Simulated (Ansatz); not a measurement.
# Screening in Bi2S2O (P4/nmm), part 2 of 2

How strongly does Bi2S2O (P4/nmm) screen? Routes: perturbation theory, a sum over states and the RPA step of G0W0.

Ansatz 0.2.0; linear response on r2SCAN, plane waves, PAW. Known limits of the many-body steps: not at the basis limit; no spin-orbit coupling; coarse k mesh.

So far. Step 2 (Response to a homogeneous field): One over ε∞ averages 0.08, well under the quarter of exact exchange in PBE0, which by this rule of thumb may open the gap too far. Step 3 (Independent-particle spectrum): The sum gives ε∞ = 15.59 and 9.22 without local fields.

### Step 3. Independent-particle spectrum (continued)

Level of this step: independent-particle optics on r2SCAN, plane waves, PAW (Ansatz).

Independent particles, no local fields, Gaussian width 0.2 eV. Loss function against photon energy; read off at these points:

| photon energy (eV) | xx=yy | zz |
| --- | --- | --- |
| 0.0 | 0 | 0 |
| 1.0 | 0.00175 | 8.6e-5 |
| 2.0 | 0.0256 | 0.0199 |
| 3.0 | 0.0608 | 0.0228 |
| 4.0 | 0.110 | 0.0497 |
| 5.0 | 0.0847 | 0.0547 |
| 6.0 | 0.121 | 0.108 |
| 7.0 | 0.230 | 0.222 |
| 8.0 | 0.269 | 0.201 |
| 9.0 | 0.261 | 0.320 |
| 10.0 | 0.299 | 0.294 |
| 11.0 | 0.415 | 0.314 |
| 12.0 | 0.525 | 0.370 |
| 13.0 | 0.766 | 0.704 |
| 14.0 | 0.774 | 0.765 |
| 15.0 | 0.839 | 0.740 |
| 16.0 | 0.968 | 0.950 |
| 17.0 | 1.09 | 1.50 |
| 18.0 | 1.99 | 2.18 |
| 19.0 | 2.55 | 2.53 |
| 19.6 | 2.74 | 2.37 |
| 20.0 | 2.37 | 1.82 |
| 21.0 | 1.53 | 1.39 |
| 22.0 | 0.982 | 0.889 |
| 23.0 | 0.535 | 0.546 |
| 24.0 | 0.343 | 0.384 |
| 25.0 | 0.252 | 0.292 |

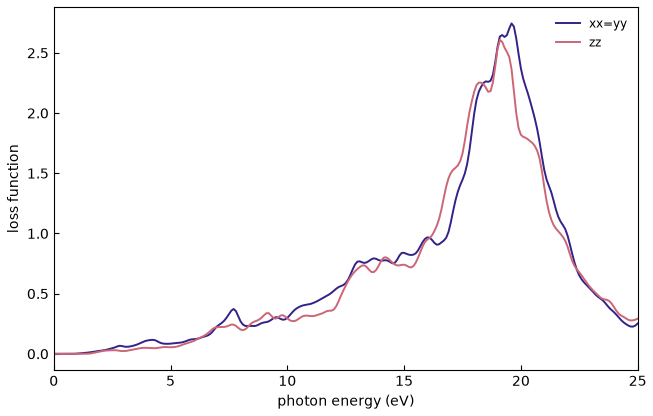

Loss function against photon energy.

### Step 4. RPA screening from the G0W0 run

G0W0 replaces the xc potential by the self-energy, built once from these orbitals. Only a window of levels is corrected, while the sums run over the empty bands that the input names.

This step: G0W0 on r2SCAN, plane waves, PAW.

The input, input.yaml:

```yaml
crystal:
  lattice:
    - [3.95410139, 0.0, 0.0]
    - [0.0, 3.95410139, 0.0]
    - [0.0, 0.0, 14.05057958]
  atoms:
    - { symbol: Bi, position: [0.0, 0.5, 0.86649583] }
    - { symbol: Bi, position: [0.5, 0.0, 0.13350417] }
    - { symbol: Bi, position: [0.5, 0.0, 0.58909314] }
    - { symbol: Bi, position: [0.0, 0.5, 0.41090686] }
    - { symbol: S, position: [0.5, 0.0, 0.89431341] }
    - { symbol: S, position: [0.0, 0.5, 0.10568659] }
    - { symbol: S, position: [0.0, 0.5, 0.68748752] }
    - { symbol: S, position: [0.5, 0.0, 0.31251248] }
    - { symbol: O, position: [0.0, 0.0, 0.5] }
    - { symbol: O, position: [0.5, 0.5, 0.5] }
kpoints:
  mp_grid: { grid: [4, 4, 2] }
hamiltonian:
  xc: r2scan
scf:
  occupations: { method: fixed }
gw:
  n_empty_bands: 1009
  ecut_chi: 160.0
  qp_bands: [v3, c3]
  qp_kpoints: band_edges
  screening: { model: contour_deformation }
```

Command:

```bash
$ ansatz run input.yaml --threads 3 --pin off --max-ram 92160MiB --backend cuda --events-out ev --progress --plain --runs-dir out --devices 1 --max-vram 13GiB
```

Numbers of over 12 decimals in the logs are rounded to 6 here.

Log:

```text
GPUs: using 1 of 1 available (devices: 1).
[...]
GPU FFT provider: cuFFT
GPU libraries: cuBLAS 13.8.2, cuFFT 12.4.0, cuSOLVER 12.3.4
Crystal: 10 atoms, lattice volume = 219.680 Å³
Basis set: ecut = 500 eV, 5587 PW (Γ), exchange–correlation on 120×120×432 points (64 copies of the dense FFT grid, shifted against one another)
Bands: 58, of which v1, the nominal top of the filled ones, is band 48 counted from 1 (47 counted from 0)
[...]
1    47      7.5380   -18.2429     2.4933   -15.4432  0.7174     7.2285     7.2317  root
[...]
11    48      7.2286   -17.9858     2.2949   -15.3504  0.7244     6.8845     6.8882  root
    11    49     11.8112    -9.8828    -3.9035   -13.8063  0.7714    11.8312    11.8311  root
    11    50     11.8112    -9.8828    -3.9035   -13.8063  0.7714    11.8312    11.8311  root
    11    51     12.4882    -9.1608    -4.2161   -13.3734  0.7606    12.4847    12.4847  root
[key lines of the parts left out:]
SCF converged after 8 iterations
Free energy (F): -54406.819753 eV
Fermi energy:    8.436894 eV
```

Run time: 76 s. Hardware: 1 × NVIDIA H100 80GB HBM3 (shared by 6 runs) with 3 threads of AMD EPYC 7R13 (Zen 3), shared host; peak memory 4.6 GiB.

This step gave:

- bands summed: 1057
- RPA ε∞ on this mesh (eigenvalues): 8.050, 21.87, 21.87
- plane waves in the screening matrix: 989
- G0W0 gap on the mesh: 1.377 eV
- k of the valence top: 0, -0.5, 0
- k of the conduction bottom: 0, -0.5, 0
- starting gap on the mesh: 1.189 eV
- least direct G0W0 gap on the computed points: 1.377 eV

The gap on the mesh goes from 1.19 eV to 1.38 eV, a correction of +0.19 eV. Between the two edge states, bare exchange in place of the xc potential would open the gap by 4.23 eV, and correlation takes back 4.05 eV.

Mean over the mesh in bins of 0.25 1/Å. Table of static inverse dielectric function, diagonal by length of q+G:

| length of q+G (Å⁻¹) | static inverse dielectric function, diagonal |
| --- | --- |
| 0.22 | 0.138 |
| 0.79 | 0.262 |
| 1.26 | 0.414 |
| 1.76 | 0.556 |
| 2.26 | 0.674 |
| 2.76 | 0.763 |
| 3.25 | 0.828 |
| 3.50 | 0.854 |
| 4.01 | 0.899 |
| 4.50 | 0.929 |
| 5.00 | 0.951 |
| 5.50 | 0.966 |
| 6.00 | 0.978 |
| 6.43 | 0.984 |

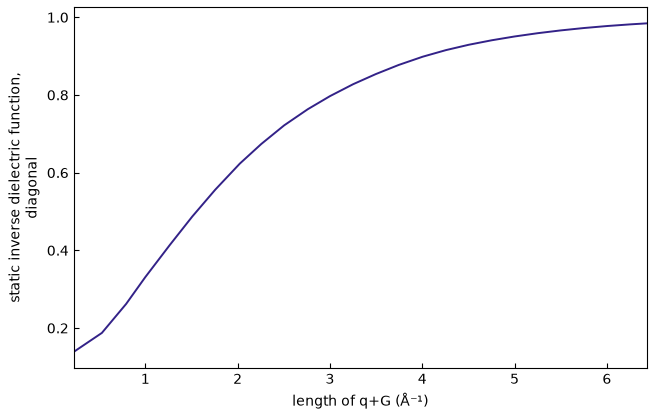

Static inverse dielectric function, diagonal, plotted against length of q+G.

### Step 5. The values together

Times are wall times on 1 × NVIDIA H100 80GB HBM3 (shared by 6 runs) with 3 threads of AMD EPYC 7R13 (Zen 3), shared host, good to a factor of about two.

| method | mesh | ε∞, low | middle | high | mean | time |
| --- | --- | --- | --- | --- | --- | --- |
| perturbation theory (local fields and xc kernel) | 6×6×2 (response on 128 points) | 8.47 | 15.44 | 15.44 | 13.12 | 77 s |
| sum over states (no local fields) | 6×6×2 | 9.22 | 15.59 | 15.59 | 13.47 | 85 s |
| RPA with local fields, on the GW mesh | 4×4×2 | 8.05 | 21.87 | 21.87 | 17.26 | 76 s |

### Step 6. Outcome

| Property | Result |
| --- | --- |
| perturbation theory (local fields and xc kernel) | 8.47, 15.44, 15.44 |
| sum over states (no local fields) | 9.22, 15.59, 15.59 |
| RPA with local fields, on the GW mesh | 8.05, 21.87, 21.87 |

**Reading.** Mean Born effective charge: Bi1 5.81, Bi3 5.42, S5 -4.99, S7 -2.64, O9 -3.61 e. Distinct peaks of the ε₂ (xx=yy) stand at 2.3 and 5.0 eV; the one at 2.3 eV is strongest. The loss function (xx=yy) has its highest peak at 19.6 eV. The sum without local fields gives 13.47 in the mean against 13.12 by perturbation theory; local fields lower ε∞ and the xc kernel gives part of it back, though the sum also carries the error of its own mesh. The RPA values on the 4×4×2 mesh average 1.32 times those of perturbation theory (means 17.26 and 13.12, which can hide unlike anisotropies). Without the xc kernel RPA should lie a little lower; it lies higher here. Perturbation theory sums its response on a denser mesh of its own, so the coarser sum of the GW run is the likely cause. Ions are clamped, so the lattice part of the static constant is not in these numbers.

[Paths, hosts, dates, memory and timing lines, banners, echoed tables and standing remarks are left out of the program output.]

[Logs are printed without paths, hosts, clocks, repeated set-up lines and the standing remarks that a program may print on its own settings, such as how far it seeks lower states.]

[Runs of the session that timed out or met a known fault of the program may be left out.]

[Cells called generated may have been cut or substituted from an entry of the Crystallography Open Database or the Materials Project.]

[Hosts, paths, dates, database ids (printed as entryN), source tags and the programs' standing remarks are cut or masked in the printed files.]
